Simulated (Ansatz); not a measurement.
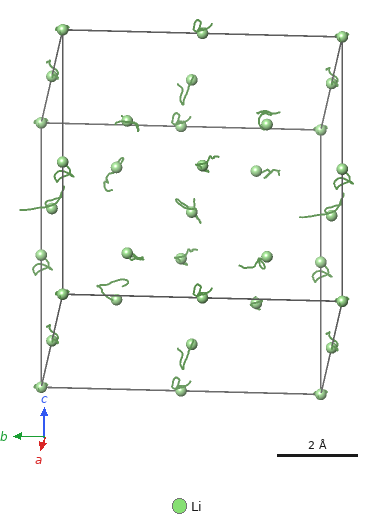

Molecular dynamics of a 16-atom cell of Li, 200 fs long. The cell was cut from the bcc crystal. Lines trace each atom's path, in the colour of its element; spheres stand at the starting positions. Seen from a free direction in the simulation cell.

The calculation used DFT PBE, scalar-relativistic, plane waves, PAW (Ansatz 0.2.0). Run with plane-wave cutoff 420 eV; k-point mesh 3 × 3 × 3; Fermi-Dirac smearing 0.1 eV; volume 1.05 times that of the relaxed crystal; Langevin thermostat (NVT); set temperature 300 K, then to 900 K over 200 steps; time step 1 fs; friction 0.02 per fs.

> What do the traces tell about the motion?

In the second half of the run the atoms are, in the root-mean-square, this far from where they began (common drift taken out): Li 0.47 Å. That is small against the typical shortest distance between atoms in the first frame, about 3.1 Å: the atoms vibrate about their sites and the arrangement holds. Under the programmed temperature the kinetic temperature goes from 207 K (first eighth) to 631 K (last eighth), with a peak of 815 K. The potential energy in the second half lies on average 66.2 meV per atom above the first frame.

Cost: 35 min on 1 thread of Arm Neoverse V1, on a shared host, peak memory 0.68 GiB.
